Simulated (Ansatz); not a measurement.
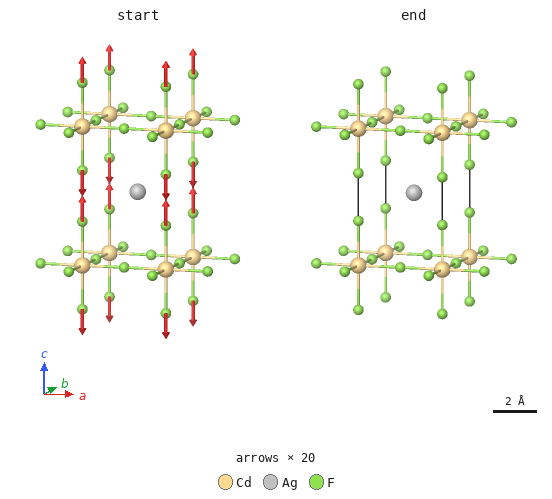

The structure of crystalline CdAgF₄ (a generated structure, set up in P4/mmm) before (left) and after (right) a relaxation, at one scale. The red arrows give the displacements (the part carried along by the change of the cell is left out), magnified 20 times.

Style: ball-and-stick. Shown: the cell of the calculation, slightly off an axis.

Method: Ansatz 0.2.0, DFT PBE, scalar-relativistic, plane waves, PAW.

Input file:
```yaml
crystal:
  lattice:
    - [4.158, 0.0, 0.0]
    - [0.0, 4.158, 0.0]
    - [0.0, 0.0, 6.64948974]
  atoms:
    - { symbol: Cd, position: [0.0, 0.0, 0.0] }
    - { symbol: Ag, position: [0.5, 0.5, 0.5] }
    - { symbol: F, position: [0.0, 0.0, 0.68418629] }
    - { symbol: F, position: [0.5, 0.0, 0.0] }
    - { symbol: F, position: [0.0, 0.5, 0.0] }
    - { symbol: F, position: [0.0, 0.0, 0.31581371] }
basis:
  ecutwfc: 420
kpoints:
  mp_grid: { grid: [10, 10, 6] }
hamiltonian:
  xc: pbe
scf:
  occupations: { method: gaussian, width: 0.1 }
output:
  forces: true
  stress: true
  eigenvalues: true
  write_density: true
  write_potential: true
  elf: true
  volumetric_format: npy
relax:
  adjacent_minimum: "off"
  f_tol: 0.01
  max_steps: 80
  cell: { stress_tol: 0.05 }
```

Launched with:
```bash
ansatz run input.yaml --threads 1 --pin off --max-ram 2048MiB --backend cpu --events-out ev --progress --plain --runs-dir out
```

Summarise the run.

Answer. The largest moves relative to the cell, 0.063 Å, are those of F3 and F6. F6 goes along +c. Cd and Ag stay in place. The volume changes by −0.5 %, with a = b 4.158 → 4.179 Å (+0.5 %), c 6.649 → 6.548 Å (−1.5 %). Near-neighbour distances that change, for instance: Cd1–F3 2.100 → 2.131 Å, Cd1–F4 2.079 → 2.089 Å. The space group stays P4/mmm (No. 123). Over 4 accepted moves (6 points after the start) the energy falls by 4.4 meV per atom. The largest force component goes from 0.4 to 0.00076 eV/Å. The pressure goes from 0.53 to −0.01 GPa. At 2 points the geometry stayed and the basis and grid were re-selected for the new cell (energy shift of 0.1 meV per atom at most each time). Cost: 2.1 min on 1 thread of Intel(R) Xeon(R) Platinum 8375C CPU @ 2.90GHz (Ice Lake), with other jobs on the host, peak memory 0.64 GiB.

Limits of the set-up: an odd number of electrons was run without spin polarisation, which fails if the electron would localise.
